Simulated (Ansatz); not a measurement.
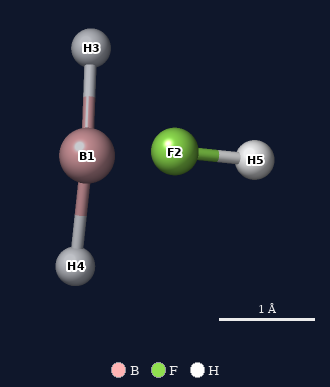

**Figure 1.** The input geometry (ball-and-stick view, seen at a tilt; atoms are numbered from 1 in the order of the input).

## Run report: BH3F, molecular dynamics (part 1 of 3)

BH3F, multiplicity 2, computed with UKS B3LYP/def2-SVP (Ansatz 0.2.0).

It belongs to a series of runs on one base structure; here: dynamics from the highest image of the converged band. Figures and captions count atoms from 1; the log counts them from 0 in places.

**Input**
```yaml
crystal:
  periodic: [false, false, false]
  atoms:
    - { symbol: B, position_ang: [2.0e-05, 0.012971, -0.043024] }
    - { symbol: F, position_ang: [-9.4e-05, 0.603116, 1.682304] }
    - { symbol: H, position_ang: [1.1532, -0.178488, -0.260997] }
    - { symbol: H, position_ang: [-1.153126, -0.178491, -0.261166] }
    - { symbol: H, position_ang: [0.0, -0.259108, 2.052883] }
magnetization:
  spin_polarized: true
  initial_magnetization: 1
basis:
  gaussian: { orbitals: def2-SVP }
hamiltonian:
  xc: b3lyp
md:
  timestep: 0.5
  n_steps: 200
  ensemble: nve
  temperature: 100.0
  initial_velocities: maxwell_boltzmann
  seed: 11217
```

Run on 1 thread of Arm Neoverse V1, 24 GiB of memory available, shared host.

Launched with:
```bash
ansatz run input.yaml --threads 1 --pin off --max-ram 2048MiB --backend cpu --events-out ev --progress --plain --runs-dir out
```

**The program's output**
```
Engine: ansatz 0.2.0, aarch64-unknown-linux-gnu
Functional definition: B3LYP
  parameter a0 = 0.2
  parameter ax = 0.72
  parameter ac = 0.81
  exchange = (1 - a0 - ax)*slater_x + ax*b88_x + a0*exact_x
  correlation = (1 - ac)*vwn_rpa_c + ac*lyp_c
467 factors; integrals over basis functions are off by at most 5.1e-4 eV
mean field evaluation 1: about -3434.9251 eV, gradient 1.5e1 eV
mean field evaluation 2: about -3435.2939 eV, gradient 1.6e1 eV
mean field evaluation 4: about -3436.1415 eV, gradient 5.8e-1 eV
mean field evaluation 8: about -3436.1581 eV, gradient 9.9e-3 eV
mean field -3436.15805204 eV, -126.2764793009 hartree, gradient 7.3e-5 eV, S^2 0.754139; 0 other end points of the search recorded, 0 dependent functions left out
the calculation of the forces begins
reference -3436.15823534 eV, -126.2764860371 hartree; 9, 8 occupied and 34, 35 virtual orbitals, 467 factors
md step     0: t =     0.00 fs  T =   100.0 K  F+E_penalty+E_count = -3436.15805204 eV  E_kin = 0.038778 eV  conserved = -3436.11927404 eV  (25 SCF iters)
these checks for a lower state are left out or cut short: starts, cluster_reference, orbital_swaps, neighbouring_geometries, increment
467 factors; integrals over basis functions are off by at most 5.0e-4 eV
mean field evaluation 16: about -3436.1406 eV, gradient 4.0e-1 eV
mean field -3436.15592287 eV, -126.2764010554 hartree, gradient 1.2e-5 eV, S^2 0.754103; 0 other end points of the search recorded, 0 dependent functions left out
the calculation of the forces begins
reference -3436.15610621 eV, -126.2764077929 hartree; 9, 8 occupied and 34, 35 virtual orbitals, 467 factors
md step     1: t =     0.50 fs  T =    94.6 K  F+E_penalty+E_count = -3436.15592287 eV  E_kin = 0.036692 eV  conserved = -3436.11923076 eV  (26 SCF iters)
[... from here on the SCF iterations and repeated set-up lines of each step are left out, up to the last step ...]
md step     2: t =     1.00 fs  T =    80.6 K  F+E_penalty+E_count = -3436.15034133 eV  E_kin = 0.031255 eV  conserved = -3436.11908603 eV  (26 SCF iters)
md step     3: t =     1.50 fs  T =    63.7 K  F+E_penalty+E_count = -3436.14359136 eV  E_kin = 0.024685 eV  conserved = -3436.11890619 eV  (25 SCF iters)
md step     4: t =     2.00 fs  T =    50.7 K  F+E_penalty+E_count = -3436.13846359 eV  E_kin = 0.019678 eV  conserved = -3436.11878535 eV  (27 SCF iters)
md step     5: t =     2.50 fs  T =    46.5 K  F+E_penalty+E_count = -3436.13682508 eV  E_kin = 0.018040 eV  conserved = -3436.11878551 eV  (25 SCF iters)
md step     6: t =     3.00 fs  T =    51.0 K  F+E_penalty+E_count = -3436.13868720 eV  E_kin = 0.019793 eV  conserved = -3436.11889430 eV  (24 SCF iters)
md step     7: t =     3.50 fs  T =    60.2 K  F+E_penalty+E_count = -3436.14238540 eV  E_kin = 0.023346 eV  conserved = -3436.11903936 eV  (25 SCF iters)
md step     8: t =     4.00 fs  T =    68.4 K  F+E_penalty+E_count = -3436.14566517 eV  E_kin = 0.026522 eV  conserved = -3436.11914271 eV  (26 SCF iters)
md step     9: t =     4.50 fs  T =    71.5 K  F+E_penalty+E_count = -3436.14688047 eV  E_kin = 0.027715 eV  conserved = -3436.11916501 eV  (26 SCF iters)
md step    10: t =     5.00 fs  T =    68.4 K  F+E_penalty+E_count = -3436.14562549 eV  E_kin = 0.026511 eV  conserved = -3436.11911415 eV  (25 SCF iters)
md step    11: t =     5.50 fs  T =    60.9 K  F+E_penalty+E_count = -3436.14264134 eV  E_kin = 0.023614 eV  conserved = -3436.11902725 eV  (24 SCF iters)
md step    12: t =     6.00 fs  T =    52.4 K  F+E_penalty+E_count = -3436.13925092 eV  E_kin = 0.020303 eV  conserved = -3436.11894765 eV  (26 SCF iters)
md step    13: t =     6.50 fs  T =    45.8 K  F+E_penalty+E_count = -3436.13667753 eV  E_kin = 0.017769 eV  conserved = -3436.11890853 eV  (26 SCF iters)
md step    14: t =     7.00 fs  T =    42.8 K  F+E_penalty+E_count = -3436.13551824 eV  E_kin = 0.016595 eV  conserved = -3436.11892354 eV  (25 SCF iters)
md step    15: t =     7.50 fs  T =    42.7 K  F+E_penalty+E_count = -3436.13553121 eV  E_kin = 0.016549 eV  conserved = -3436.11898247 eV  (25 SCF iters)
md step    16: t =     8.00 fs  T =    43.2 K  F+E_penalty+E_count = -3436.13580751 eV  E_kin = 0.016755 eV  conserved = -3436.11905226 eV  (26 SCF iters)
md step    17: t =     8.50 fs  T =    41.8 K  F+E_penalty+E_count = -3436.13529857 eV  E_kin = 0.016211 eV  conserved = -3436.11908772 eV  (25 SCF iters)
md step    18: t =     9.00 fs  T =    37.3 K  F+E_penalty+E_count = -3436.13351358 eV  E_kin = 0.014459 eV  conserved = -3436.11905479 eV  (25 SCF iters)
md step    19: t =     9.50 fs  T =    31.1 K  F+E_penalty+E_count = -3436.13101862 eV  E_kin = 0.012060 eV  conserved = -3436.11895891 eV  (26 SCF iters)
md step    20: t =    10.00 fs  T =    27.0 K  F+E_penalty+E_count = -3436.12931921 eV  E_kin = 0.010464 eV  conserved = -3436.11885541 eV  (25 SCF iters)
md step    21: t =    10.50 fs  T =    28.8 K  F+E_penalty+E_count = -3436.12999843 eV  E_kin = 0.011177 eV  conserved = -3436.11882104 eV  (25 SCF iters)
md step    22: t =    11.00 fs  T =    37.8 K  F+E_penalty+E_count = -3436.13356471 eV  E_kin = 0.014669 eV  conserved = -3436.11889597 eV  (25 SCF iters)
md step    23: t =    11.50 fs  T =    51.1 K  F+E_penalty+E_count = -3436.13886219 eV  E_kin = 0.019816 eV  conserved = -3436.11904663 eV  (26 SCF iters)
md step    24: t =    12.00 fs  T =    62.9 K  F+E_penalty+E_count = -3436.14357930 eV  E_kin = 0.024392 eV  conserved = -3436.11918721 eV  (25 SCF iters)
md step    25: t =    12.50 fs  T =    67.8 K  F+E_penalty+E_count = -3436.14554114 eV  E_kin = 0.026301 eV  conserved = -3436.11924025 eV  (25 SCF iters)
md step    26: t =    13.00 fs  T =    63.7 K  F+E_penalty+E_count = -3436.14389858 eV  E_kin = 0.024717 eV  conserved = -3436.11918188 eV  (26 SCF iters)
md step    27: t =    13.50 fs  T =    52.8 K  F+E_penalty+E_count = -3436.13951918 eV  E_kin = 0.020474 eV  conserved = -3436.11904529 eV  (26 SCF iters)
md step    28: t =    14.00 fs  T =    40.2 K  F+E_penalty+E_count = -3436.13449957 eV  E_kin = 0.015605 eV  conserved = -3436.11889412 eV  (26 SCF iters)
md step    29: t =    14.50 fs  T =    32.0 K  F+E_penalty+E_count = -3436.13118454 eV  E_kin = 0.012393 eV  conserved = -3436.11879114 eV  (26 SCF iters)
md step    30: t =    15.00 fs  T =    32.0 K  F+E_penalty+E_count = -3436.13117979 eV  E_kin = 0.012404 eV  conserved = -3436.11877604 eV  (26 SCF iters)
md step    31: t =    15.50 fs  T =    40.9 K  F+E_penalty+E_count = -3436.13472100 eV  E_kin = 0.015867 eV  conserved = -3436.11885441 eV  (25 SCF iters)
md step    32: t =    16.00 fs  T =    55.7 K  F+E_penalty+E_count = -3436.14058596 eV  E_kin = 0.021590 eV  conserved = -3436.11899613 eV  (26 SCF iters)
md step    33: t =    16.50 fs  T =    70.7 K  F+E_penalty+E_count = -3436.14657621 eV  E_kin = 0.027433 eV  conserved = -3436.11914311 eV  (26 SCF iters)
md step    34: t =    17.00 fs  T =    80.5 K  F+E_penalty+E_count = -3436.15043431 eV  E_kin = 0.031206 eV  conserved = -3436.11922847 eV  (26 SCF iters)
md step    35: t =    17.50 fs  T =    81.7 K  F+E_penalty+E_count = -3436.15088052 eV  E_kin = 0.031674 eV  conserved = -3436.11920683 eV  (26 SCF iters)
md step    36: t =    18.00 fs  T =    75.3 K  F+E_penalty+E_count = -3436.14829125 eV  E_kin = 0.029206 eV  conserved = -3436.11908534 eV  (26 SCF iters)
md step    37: t =    18.50 fs  T =    66.1 K  F+E_penalty+E_count = -3436.14456040 eV  E_kin = 0.025629 eV  conserved = -3436.11893100 eV  (26 SCF iters)
md step    38: t =    19.00 fs  T =    59.9 K  F+E_penalty+E_count = -3436.14206113 eV  E_kin = 0.023226 eV  conserved = -3436.11883527 eV  (25 SCF iters)
md step    39: t =    19.50 fs  T =    60.4 K  F+E_penalty+E_count = -3436.14226458 eV  E_kin = 0.023414 eV  conserved = -3436.11885063 eV  (25 SCF iters)
md step    40: t =    20.00 fs  T =    67.0 K  F+E_penalty+E_count = -3436.14495128 eV  E_kin = 0.025998 eV  conserved = -3436.11895287 eV  (26 SCF iters)
md step    41: t =    20.50 fs  T =    76.1 K  F+E_penalty+E_count = -3436.14856468 eV  E_kin = 0.029500 eV  conserved = -3436.11906474 eV  (26 SCF iters)
md step    42: t =    21.00 fs  T =    83.2 K  F+E_penalty+E_count = -3436.15136712 eV  E_kin = 0.032251 eV  conserved = -3436.11911614 eV  (26 SCF iters)
md step    43: t =    21.50 fs  T =    86.2 K  F+E_penalty+E_count = -3436.15251846 eV  E_kin = 0.033433 eV  conserved = -3436.11908560 eV  (26 SCF iters)
md step    44: t =    22.00 fs  T =    86.2 K  F+E_penalty+E_count = -3436.15243624 eV  E_kin = 0.033436 eV  conserved = -3436.11900022 eV  (27 SCF iters)
md step    45: t =    22.50 fs  T =    86.4 K  F+E_penalty+E_count = -3436.15240716 eV  E_kin = 0.033498 eV  conserved = -3436.11890933 eV  (26 SCF iters)
md step    46: t =    23.00 fs  T =    90.2 K  F+E_penalty+E_count = -3436.15383021 eV  E_kin = 0.034973 eV  conserved = -3436.11885747 eV  (27 SCF iters)
md step    47: t =    23.50 fs  T =    99.7 K  F+E_penalty+E_count = -3436.15751259 eV  E_kin = 0.038644 eV  conserved = -3436.11886841 eV  (26 SCF iters)
md step    48: t =    24.00 fs  T =   114.4 K  F+E_penalty+E_count = -3436.16328574 eV  E_kin = 0.044346 eV  conserved = -3436.11893950 eV  (26 SCF iters)
md step    49: t =    24.50 fs  T =   131.5 K  F+E_penalty+E_count = -3436.17004591 eV  E_kin = 0.051003 eV  conserved = -3436.11904242 eV  (26 SCF iters)
md step    50: t =    25.00 fs  T =   147.2 K  F+E_penalty+E_count = -3436.17620817 eV  E_kin = 0.057078 eV  conserved = -3436.11912995 eV  (27 SCF iters)
md step    51: t =    25.50 fs  T =   158.1 K  F+E_penalty+E_count = -3436.18045374 eV  E_kin = 0.061302 eV  conserved = -3436.11915197 eV  (26 SCF iters)
md step    52: t =    26.00 fs  T =   163.5 K  F+E_penalty+E_count = -3436.18250158 eV  E_kin = 0.063420 eV  conserved = -3436.11908199 eV  (26 SCF iters)
md step    53: t =    26.50 fs  T =   166.4 K  F+E_penalty+E_count = -3436.18348916 eV  E_kin = 0.064546 eV  conserved = -3436.11894354 eV  (26 SCF iters)
md step    54: t =    27.00 fs  T =   172.2 K  F+E_penalty+E_count = -3436.18557825 eV  E_kin = 0.066767 eV  conserved = -3436.11881161 eV  (26 SCF iters)
md step    55: t =    27.50 fs  T =   185.7 K  F+E_penalty+E_count = -3436.19079723 eV  E_kin = 0.072025 eV  conserved = -3436.11877183 eV  (25 SCF iters)
md step    56: t =    28.00 fs  T =   208.6 K  F+E_penalty+E_count = -3436.19975475 eV  E_kin = 0.080897 eV  conserved = -3436.11885749 eV  (25 SCF iters)
md step    57: t =    28.50 fs  T =   237.6 K  F+E_penalty+E_count = -3436.21114742 eV  E_kin = 0.092126 eV  conserved = -3436.11902114 eV  (25 SCF iters)
md step    58: t =    29.00 fs  T =   266.4 K  F+E_penalty+E_count = -3436.22247114 eV  E_kin = 0.103301 eV  conserved = -3436.11917011 eV  (25 SCF iters)
md step    59: t =    29.50 fs  T =   289.3 K  F+E_penalty+E_count = -3436.23141977 eV  E_kin = 0.112188 eV  conserved = -3436.11923210 eV  (32 SCF iters)
md step    60: t =    30.00 fs  T =   303.8 K  F+E_penalty+E_count = -3436.23700697 eV  E_kin = 0.117814 eV  conserved = -3436.11919340 eV  (26 SCF iters)
md step    61: t =    30.50 fs  T =   311.3 K  F+E_penalty+E_count = -3436.23981281 eV  E_kin = 0.120721 eV  conserved = -3436.11909221 eV  (26 SCF iters)
md step    62: t =    31.00 fs  T =   315.7 K  F+E_penalty+E_count = -3436.24142339 eV  E_kin = 0.122436 eV  conserved = -3436.11898720 eV  (26 SCF iters)
md step    63: t =    31.50 fs  T =   321.3 K  F+E_penalty+E_count = -3436.24352338 eV  E_kin = 0.124595 eV  conserved = -3436.11892851 eV  (26 SCF iters)
md step    64: t =    32.00 fs  T =   330.5 K  F+E_penalty+E_count = -3436.24709762 eV  E_kin = 0.128156 eV  conserved = -3436.11894183 eV  (26 SCF iters)
md step    65: t =    32.50 fs  T =   342.9 K  F+E_penalty+E_count = -3436.25201132 eV  E_kin = 0.132988 eV  conserved = -3436.11902360 eV  (26 SCF iters)
md step    66: t =    33.00 fs  T =   355.7 K  F+E_penalty+E_count = -3436.25706119 eV  E_kin = 0.137919 eV  conserved = -3436.11914263 eV  (25 SCF iters)
md step    67: t =    33.50 fs  T =   364.2 K  F+E_penalty+E_count = -3436.26047224 eV  E_kin = 0.141224 eV  conserved = -3436.11924784 eV  (25 SCF iters)
md step    68: t =    34.00 fs  T =   364.7 K  F+E_penalty+E_count = -3436.26070305 eV  E_kin = 0.141417 eV  conserved = -3436.11928574 eV  (32 SCF iters)
md step    69: t =    34.50 fs  T =   356.0 K  F+E_penalty+E_count = -3436.25726694 eV  E_kin = 0.138038 eV  conserved = -3436.11922853 eV  (25 SCF iters)
md step    70: t =    35.00 fs  T =   340.5 K  F+E_penalty+E_count = -3436.25113097 eV  E_kin = 0.132030 eV  conserved = -3436.11910060 eV  (25 SCF iters)
md step    71: t =    35.50 fs  T =   323.2 K  F+E_penalty+E_count = -3436.24431160 eV  E_kin = 0.125335 eV  conserved = -3436.11897660 eV  (25 SCF iters)
md step    72: t =    36.00 fs  T =   308.9 K  F+E_penalty+E_count = -3436.23872503 eV  E_kin = 0.119787 eV  conserved = -3436.11893764 eV  (24 SCF iters)
md step    73: t =    36.50 fs  T =   299.0 K  F+E_penalty+E_count = -3436.23497234 eV  E_kin = 0.115963 eV  conserved = -3436.11900957 eV  (24 SCF iters)
md step    74: t =    37.00 fs  T =   290.9 K  F+E_penalty+E_count = -3436.23195711 eV  E_kin = 0.112816 eV  conserved = -3436.11914145 eV  (23 SCF iters)
md step    75: t =    37.50 fs  T =   279.5 K  F+E_penalty+E_count = -3436.22764797 eV  E_kin = 0.108402 eV  conserved = -3436.11924563 eV  (25 SCF iters)
md step    76: t =    38.00 fs  T =   260.8 K  F+E_penalty+E_count = -3436.22040448 eV  E_kin = 0.101144 eV  conserved = -3436.11926012 eV  (24 SCF iters)
md step    77: t =    38.50 fs  T =   234.1 K  F+E_penalty+E_count = -3436.20994526 eV  E_kin = 0.090765 eV  conserved = -3436.11917993 eV  (24 SCF iters)
md step    78: t =    39.00 fs  T =   202.2 K  F+E_penalty+E_count = -3436.19746050 eV  E_kin = 0.078414 eV  conserved = -3436.11904638 eV  (24 SCF iters)
md step    79: t =    39.50 fs  T =   170.4 K  F+E_penalty+E_count = -3436.18499859 eV  E_kin = 0.066082 eV  conserved = -3436.11891663 eV  (23 SCF iters)
md step    80: t =    40.00 fs  T =   143.7 K  F+E_penalty+E_count = -3436.17457888 eV  E_kin = 0.055741 eV  conserved = -3436.11883743 eV  (23 SCF iters)
md step    81: t =    40.50 fs  T =   125.4 K  F+E_penalty+E_count = -3436.16744745 eV  E_kin = 0.048616 eV  conserved = -3436.11883118 eV  (24 SCF iters)
md step    82: t =    41.00 fs  T =   115.6 K  F+E_penalty+E_count = -3436.16371567 eV  E_kin = 0.044824 eV  conserved = -3436.11889123 eV  (22 SCF iters)
md step    83: t =    41.50 fs  T =   112.1 K  F+E_penalty+E_count = -3436.16246594 eV  E_kin = 0.043482 eV  conserved = -3436.11898376 eV  (23 SCF iters)
md step    84: t =    42.00 fs  T =   111.5 K  F+E_penalty+E_count = -3436.16229236 eV  E_kin = 0.043235 eV  conserved = -3436.11905696 eV  (23 SCF iters)
md step    85: t =    42.50 fs  T =   111.0 K  F+E_penalty+E_count = -3436.16211423 eV  E_kin = 0.043053 eV  conserved = -3436.11906152 eV  (24 SCF iters)
md step    86: t =    43.00 fs  T =   110.7 K  F+E_penalty+E_count = -3436.16192518 eV  E_kin = 0.042944 eV  conserved = -3436.11898100 eV  (24 SCF iters)
md step    87: t =    43.50 fs  T =   113.9 K  F+E_penalty+E_count = -3436.16301229 eV  E_kin = 0.044157 eV  conserved = -3436.11885490 eV  (23 SCF iters)
md step    88: t =    44.00 fs  T =   125.2 K  F+E_penalty+E_count = -3436.16732081 eV  E_kin = 0.048554 eV  conserved = -3436.11876727 eV  (23 SCF iters)
md step    89: t =    44.50 fs  T =   148.0 K  F+E_penalty+E_count = -3436.17617444 eV  E_kin = 0.057383 eV  conserved = -3436.11879153 eV  (23 SCF iters)
md step    90: t =    45.00 fs  T =   181.2 K  F+E_penalty+E_count = -3436.18918045 eV  E_kin = 0.070249 eV  conserved = -3436.11893138 eV  (23 SCF iters)
md step    91: t =    45.50 fs  T =   219.4 K  F+E_penalty+E_count = -3436.20417997 eV  E_kin = 0.085065 eV  conserved = -3436.11911463 eV  (25 SCF iters)
```
